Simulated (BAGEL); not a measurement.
# C4H5NO2 (succinimide): PBE0/6-31G(d) (density fitting with cc-pvqz-jkfit, spherical functions)

What is the energy change on altering one bond length of C4H5NO2 (succinimide) at PBE0/6-31G* (density fitting with cc-pvqz-jkfit, spherical functions)? 

The results are computed with BAGEL 1.2.2.

### 1 The system as given

C4H5NO2: 12 atoms, total charge 0, spin state singlet. As SMILES, `O=C1CCC(=O)N1`. The shape is that of a PBE0-D4/def2-TZVP optimisation.

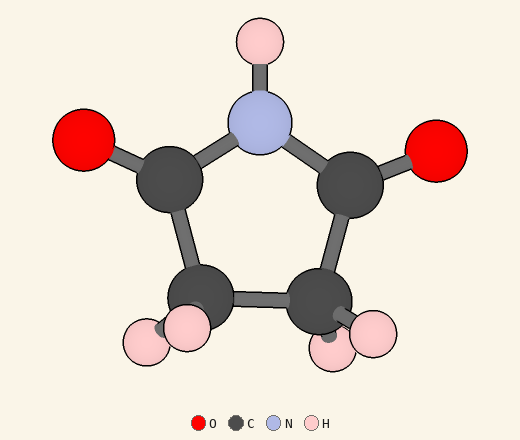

Viewed from a chosen angle; oxygen red, carbon dark grey, nitrogen light blue, hydrogen pink.

### 2 The energy at PBE0/6-31G(d) (density fitting with cc-pvqz-jkfit, spherical functions)

Input file job.json:

```json
{ "bagel" : [

{
  "title" : "molecule",
  "basis" : "6-31gs.json",
  "df_basis" : "cc-pvqz-jkfit",
  "angstrom" : true,
  "geometry" : [
    { "atom" : "O", "xyz" : [       1.639280,      -0.871100,       1.691950 ] },
    { "atom" : "C", "xyz" : [       0.885440,      -0.408080,       0.880820 ] },
    { "atom" : "C", "xyz" : [      -0.350350,      -1.052550,       0.285480 ] },
    { "atom" : "C", "xyz" : [      -0.920300,      -0.020680,      -0.681700 ] },
    { "atom" : "C", "xyz" : [       0.015400,       1.168760,      -0.600110 ] },
    { "atom" : "O", "xyz" : [      -0.058340,       2.206240,      -1.199110 ] },
    { "atom" : "N", "xyz" : [       1.001240,       0.845500,       0.312040 ] },
    { "atom" : "H", "xyz" : [      -0.054050,      -1.986800,      -0.194010 ] },
    { "atom" : "H", "xyz" : [      -1.028670,      -1.313250,       1.099360 ] },
    { "atom" : "H", "xyz" : [      -0.954610,      -0.361510,      -1.717620 ] },
    { "atom" : "H", "xyz" : [      -1.925900,       0.314600,      -0.423070 ] },
    { "atom" : "H", "xyz" : [       1.750860,       1.478890,       0.545970 ] }
  ]
},

{
  "title" : "ks",
  "xc_func" : "pbe0"
},

{
  "title" : "print",
  "file" : "orbitals.molden",
  "orbitals" : true
}

]}
```

The basis set 6-31G* is read from a file made from the Basis Set Exchange's data (not shown).

Started as:

```
$ BAGEL_NUM_THREADS=1 BAGEL job.json > job.out
```

Log:

```text
* using 1 threads per process

  ===============================================================
  ===============================================================

  *** Geometry ***

  { "atom" : "O", "xyz" : [      3.097790,     -1.646140,      3.197322 ] },
  { "atom" : "C", "xyz" : [      1.673239,     -0.771159,      1.664509 ] },
  { "atom" : "C", "xyz" : [     -0.662066,     -1.989031,      0.539479 ] },
  { "atom" : "C", "xyz" : [     -1.739115,     -0.039080,     -1.288226 ] },
  { "atom" : "C", "xyz" : [      0.029102,      2.208636,     -1.134044 ] },
  { "atom" : "O", "xyz" : [     -0.110247,      4.169189,     -2.265989 ] },
  { "atom" : "N", "xyz" : [      1.892069,      1.597763,      0.589670 ] },
  { "atom" : "H", "xyz" : [     -0.102140,     -3.754508,     -0.366626 ] },
  { "atom" : "H", "xyz" : [     -1.943905,     -2.481683,      2.077489 ] },
  { "atom" : "H", "xyz" : [     -1.803951,     -0.683155,     -3.245831 ] },
  { "atom" : "H", "xyz" : [     -3.639424,      0.594508,     -0.799486 ] },
  { "atom" : "H", "xyz" : [      3.308646,      2.794697,      1.031734 ] },

  Number of auxiliary basis functions:      997

  Since a DF basis is specified, we compute 2- and 3-index integrals:
    o Being stored without compression. Storage requirement is 0.093 GB

  Number of basis functions:      108
  Number of electrons      :       52

    * METHOD: MOLECULE                             1.59

  *** Kohn-Sham DFT ***

    * Removing 26888 points whose weight is below 1.00e-10
    * Grid points: 151984

  === Nuclear Repulsion ===
   294.0044297045

       - DIIS with orbital gradients will be used.

  === KS iteration (pbe0 / 6-31gs.json) ===
      0       -307.86770523          0.13705255           0.93
      1       -257.58889237          0.16583971           0.82
      2       -299.05240461          0.14734298           0.82
      3       -354.32788850          0.08825124           0.83
      4       -359.45094460          0.03085987           0.93
      5       -360.08841484          0.01520124           0.89
      6       -360.19776404          0.01019246           0.82
      7       -360.26085604          0.00304210           0.80
      8       -360.26654561          0.00111254           0.82
      9       -360.26764363          0.00010898           0.82
     10       -360.26765156          0.00002500           0.89
     11       -360.26765201          0.00000683           0.88
     12       -360.26765204          0.00000179           0.88
     13       -360.26765204          0.00000186           0.83
     14       -360.26765205          0.00000072           0.82
     15       -360.26765205          0.00000018           0.89
     16       -360.26765205          0.00000006           0.91
     17       -360.26765205          0.00000002           0.82
     18       -360.26765205          0.00000001           0.83
    * SCF iteration converged.

    * Permanent dipole moment:
           (    0.558251,     0.471317,     0.173912) a.u.

    * METHOD: KS                                  17.48

    * METHOD: PRINT                                0.03

  ===============================================================
```

Wall time 20 s (1 thread of Arm Neoverse V1, shared host); peak memory 0.78 GiB.

### 3 The distorted shape at the same level

Input file input.json:

```json
{ "bagel": [

{
  "title": "molecule",
  "basis": "6-31gs.json",
  "df_basis": "cc-pvqz-jkfit",
  "angstrom": true,
  "geometry": [
    { "atom": "O", "xyz": [    1.680452,   -0.462102,    2.935061 ] },
    { "atom": "C", "xyz": [    0.926612,    0.000918,    2.123931 ] },
    { "atom": "C", "xyz": [   -0.309178,   -0.643552,    1.528591 ] },
    { "atom": "C", "xyz": [   -0.879128,    0.388318,    0.561411 ] },
    { "atom": "C", "xyz": [    0.056572,    1.577758,    0.643001 ] },
    { "atom": "O", "xyz": [   -0.017168,    2.615238,    0.044001 ] },
    { "atom": "N", "xyz": [    1.042412,    1.254498,    1.555151 ] },
    { "atom": "H", "xyz": [   -0.012878,   -1.577802,    1.049101 ] },
    { "atom": "H", "xyz": [   -0.987498,   -0.904252,    2.342471 ] },
    { "atom": "H", "xyz": [   -0.954610,   -0.361510,   -1.717620 ] },
    { "atom": "H", "xyz": [   -1.884728,    0.723598,    0.820041 ] },
    { "atom": "H", "xyz": [    1.792032,    1.887888,    1.789081 ] }
  ]
},
{ "title": "ks", "xc_func": "pbe0" },
{ "title": "print", "file": "orbitals.molden", "orbitals": true }

]}
```

The basis set 6-31G* is read from a file made from the Basis Set Exchange's data (not shown).

Started as:

```
$ BAGEL_NUM_THREADS=1 BAGEL input.json > input.out
```

Log:

```text
* using 1 threads per process

  ===============================================================
  ===============================================================

  *** Geometry ***

  { "atom" : "O", "xyz" : [      3.175594,     -0.873246,      5.546461 ] },
  { "atom" : "C", "xyz" : [      1.751043,      0.001735,      4.013648 ] },
  { "atom" : "C", "xyz" : [     -0.584262,     -1.216137,      2.888618 ] },
  { "atom" : "C", "xyz" : [     -1.661311,      0.733815,      1.060913 ] },
  { "atom" : "C", "xyz" : [      0.106906,      2.981531,      1.215096 ] },
  { "atom" : "O", "xyz" : [     -0.032443,      4.942084,      0.083150 ] },
  { "atom" : "N", "xyz" : [      1.969873,      2.370658,      2.938809 ] },
  { "atom" : "H", "xyz" : [     -0.024336,     -2.981614,      1.982514 ] },
  { "atom" : "H", "xyz" : [     -1.866101,     -1.708789,      4.426629 ] },
  { "atom" : "H", "xyz" : [     -1.803951,     -0.683155,     -3.245831 ] },
  { "atom" : "H", "xyz" : [     -3.561620,      1.367402,      1.549653 ] },
  { "atom" : "H", "xyz" : [      3.386450,      3.567591,      3.380873 ] },

  Number of auxiliary basis functions:      997

  Since a DF basis is specified, we compute 2- and 3-index integrals:
    o Being stored without compression. Storage requirement is 0.093 GB

  Number of basis functions:      108
  Number of electrons      :       52

    * METHOD: MOLECULE                             1.44

  *** Kohn-Sham DFT ***

    * Removing 25701 points whose weight is below 1.00e-10
    * Grid points: 153171

  === Nuclear Repulsion ===
   290.0657317771

       - DIIS with orbital gradients will be used.

  === KS iteration (pbe0 / 6-31gs.json) ===
      0       -307.79276352          0.13864118           0.89
      1       -242.61788575          0.16938070           0.83
      2       -298.27532976          0.14744549           0.83
      3       -352.11281264          0.09367594           0.85
      4       -359.23690819          0.03058571           0.83
      5       -359.55563487          0.02152661           0.83
      6       -359.92124071          0.01190183           0.81
      7       -360.07152949          0.00330421           0.84
      8       -360.08359980          0.00184160           0.85
      9       -360.08627154          0.00070642           0.81
     10       -360.08682565          0.00008971           0.83
     11       -360.08683111          0.00005350           0.79
     12       -360.08683313          0.00002102           0.80
     13       -360.08683343          0.00000849           0.82
     14       -360.08683348          0.00000347           0.81
     15       -360.08683348          0.00000358           0.80
     16       -360.08683349          0.00000060           0.83
     17       -360.08683349          0.00000019           0.82
     18       -360.08683349          0.00000015           0.82
     19       -360.08683349          0.00000009           0.83
     20       -360.08683349          0.00000004           0.82
     21       -360.08683349          0.00000005           0.81
     22       -360.08683349          0.00000002           0.82
     23       -360.08683349          0.00000001           0.82
    * SCF iteration converged.

    * Permanent dipole moment:
           (    0.417285,     0.398251,    -0.302084) a.u.

    * METHOD: KS                                  21.02

    * METHOD: PRINT                                0.03

  ===============================================================
```

Run time: 23 s. Hardware: 1 thread of Arm Neoverse V1, shared host; peak memory 0.79 GiB.

### 4 Outcome

At PBE0/6-31G* (density fitting with cc-pvqz-jkfit, spherical functions):

| quantity | value |
| --- | --- |
| first shape: total energy | -360.26765 Eh |
| first shape: dipole moment | 1.91 D |
| first shape: HOMO energy | -7.39 eV |
| first shape: LUMO energy | -0.30 eV |
| first shape: HOMO–LUMO gap | 7.09 eV |
| distorted shape: total energy | -360.08683 Eh |
| distorted shape: dipole moment | 1.66 D |
| distorted shape: HOMO energy | -7.42 eV |
| distorted shape: LUMO energy | -3.73 eV |
| distorted shape: HOMO–LUMO gap | 3.68 eV |
| energy change with the C4–H10 bond stretched from 1.091 to 2.400 Å | 4.920 eV |

What this shows: One bond (distorted shape) is far stretched, which a spin-restricted single reference describes badly; a broken-symmetry solution may lie lower. With the C4–H10 bond stretched from 1.091 to 2.400 Å the energy rises by 4.92 eV (475 kJ/mol). The first shape isn't relaxed at this level, so the change isn't measured from a minimum. A restricted reference can't describe the breaking bond well at this length.
